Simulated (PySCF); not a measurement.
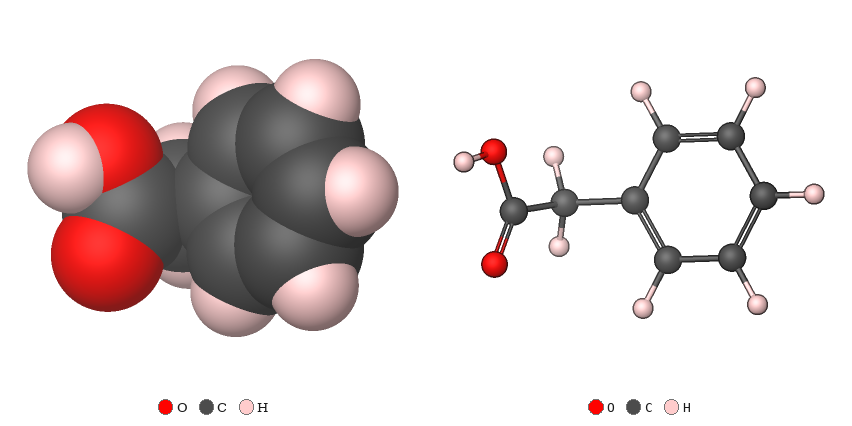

Two views of one molecule.

> Give the formula.

C₈H₈O₂, 18 atoms: 8 carbon, 8 hydrogen and 2 oxygen.

> Count the bonded pairs by element.

8 C–C, 7 C–H, 2 C–O, 1 O–H.

More results for the same structure follow; atom numbers are the same in all pictures, views and colours differ. Computed geometry: PBE0-D3(BJ)/def2-SVP optimisation. No frequency run is at hand to confirm it as a minimum.

### Geometry

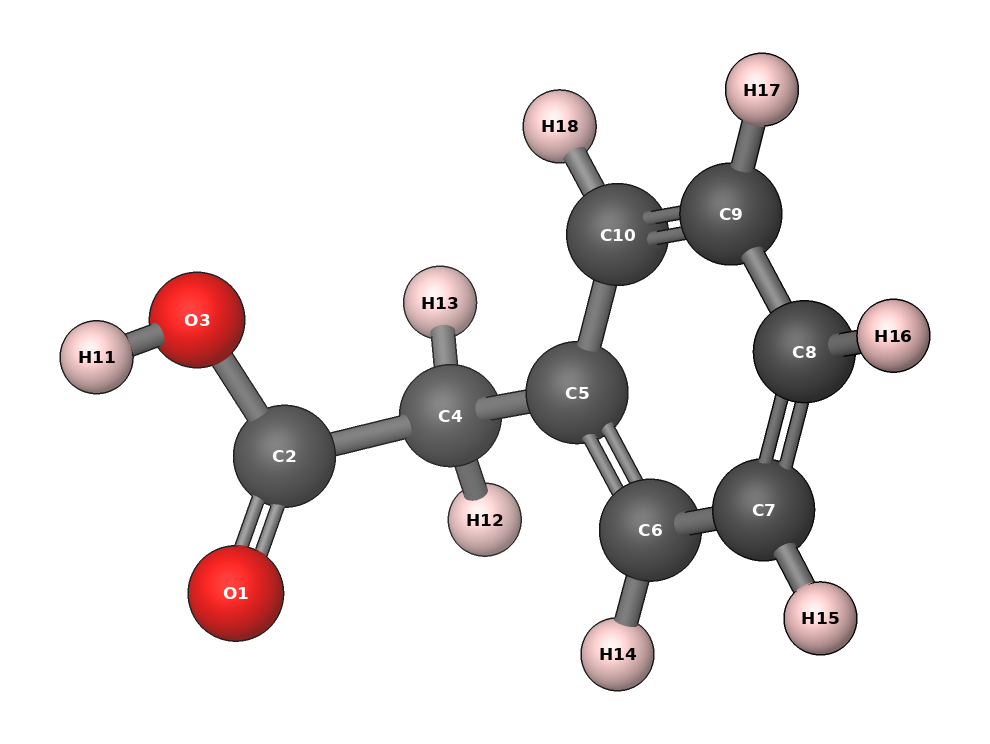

The atoms are numbered. No frequency run is at hand to confirm it as a minimum.

> How are the neighbours of atom 2 arranged?

C2 has 3 neighbours (O1 at 1.20, O3 at 1.34, C4 at 1.51 Å); the arrangement is trigonal planar.

> What is the geometry at C8?

C8 has 3 neighbours (C7 at 1.39, C9 at 1.39, H16 at 1.09 Å); the arrangement is trigonal planar.

> Describe the coordination of atom 10.

C10 has 3 neighbours (C5 at 1.40, C9 at 1.39, H18 at 1.09 Å); the arrangement is trigonal planar.

> How are the neighbours of atom 4 arranged?

C4 has 4 neighbours (C2 at 1.51, C5 at 1.51, H12 at 1.10, H13 at 1.10 Å); the arrangement is tetrahedral.

> What is the dihedral angle C8–C9–C10–C5?

0° in size, that is syn (eclipsed).

### NMR shielding

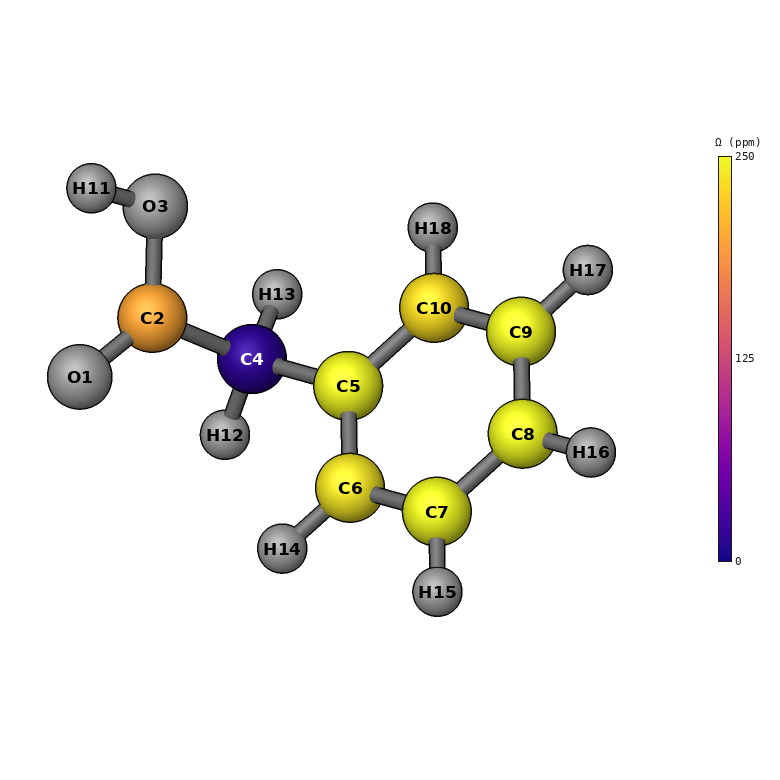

The C atoms are coloured by the span of their shielding tensor. No frequency run is at hand to confirm it as a minimum. Method: GIAO HF/pcSseg-1 NMR shielding, non-relativistic, gas phase (PySCF 2.14.0). Principal shieldings σ11 ≤ σ22 ≤ σ33, span Ω = σ33 − σ11, skew κ = 3(σiso − σ22)/Ω.

Give the shielding tensors of the C atoms.

```tsv
atom	σ11	σ22	σ33	σiso	Ω	κ
C2	−105.2	47.9	93.5	12.1	198.7	−0.54
C4	146.7	149.3	160.7	152.2	14.0	0.62
C5	−65.0	32.1	183.4	50.2	248.4	0.22
C6	−63.3	44.4	176.4	52.5	239.7	0.10
C7	−65.2	44.3	184.1	54.4	249.4	0.12
C8	−63.8	44.0	185.4	55.2	249.3	0.13
C9	−64.4	45.2	183.8	54.8	248.2	0.12
C10	−61.8	49.0	172.0	53.0	233.9	0.05
```

Shieldings and span in ppm.

### Electronic properties

No frequency run is at hand to confirm it as a minimum. Level of theory: B3LYP/def2-SVPD, gas phase (PySCF 2.14.0). Excitations: vertical, linear response.

What does the calculation give?

- dipole moment: 1.68 D
- HOMO energy (Kohn–Sham orbital): −7.03 eV
- LUMO energy (Kohn–Sham orbital): −0.91 eV
- HOMO–LUMO gap: 6.12 eV
- mean static polarisability: 99.1 bohr³
- lowest vertical singlet excitation: 5.24 eV
- its oscillator strength: 0.000
- brightest of the 10 lowest singlets: 6.76 eV
- its oscillator strength: 0.31

### Charges

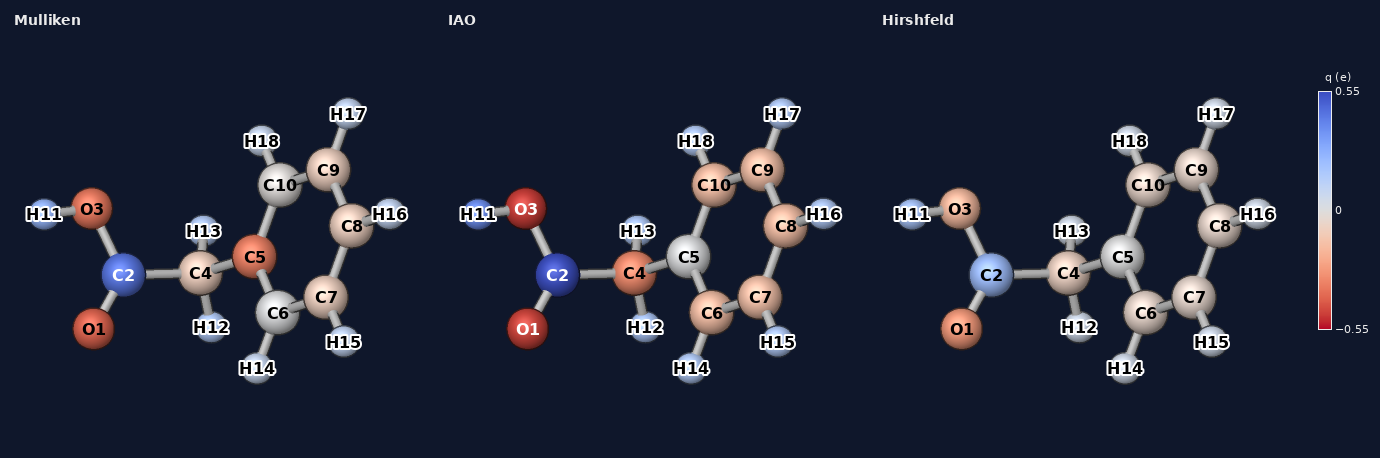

Atomic charges of one calculation by 3 schemes, on one colour scale. No frequency run is at hand to confirm it as a minimum. Level of theory: PBE0/pcSseg-1 (PySCF 2.14.0).

> Which scheme gives the most polar picture (largest mean size of the charges)?

The IAO charges are the largest in size here, and the Hirshfeld charges the smallest.

> On which atom do the schemes disagree most?

On C5 (from −0.34 to 0.01 e).

List the charges (e), one line for each set of equivalent atoms.

| atom | Mulliken | IAO | Hirshfeld |
| --- | --- | --- | --- |
| O1 | −0.40 | −0.47 | −0.27 |
| C2 | 0.44 | 0.54 | 0.22 |
| O3 | −0.36 | −0.48 | −0.17 |
| C4 | −0.09 | −0.31 | −0.08 |
| C5 | −0.34 | 0.01 | 0.00 |
| C6 | 0.00 | −0.15 | −0.05 |
| C7 | −0.08 | −0.15 | −0.05 |
| C8 | −0.08 | −0.15 | −0.05 |
| C9 | −0.09 | −0.15 | −0.05 |
| C10 | −0.01 | −0.15 | −0.05 |
| H11 | 0.24 | 0.37 | 0.18 |
| H12 | 0.16 | 0.17 | 0.06 |
| H13 | 0.15 | 0.16 | 0.05 |
| H14 | 0.08 | 0.15 | 0.05 |
| H15 | 0.10 | 0.15 | 0.05 |
| H16 | 0.10 | 0.15 | 0.05 |
| H17 | 0.10 | 0.15 | 0.05 |
| H18 | 0.08 | 0.15 | 0.05 |

Mulliken values depend strongly on the basis set and can even reverse the polarity of a bond.
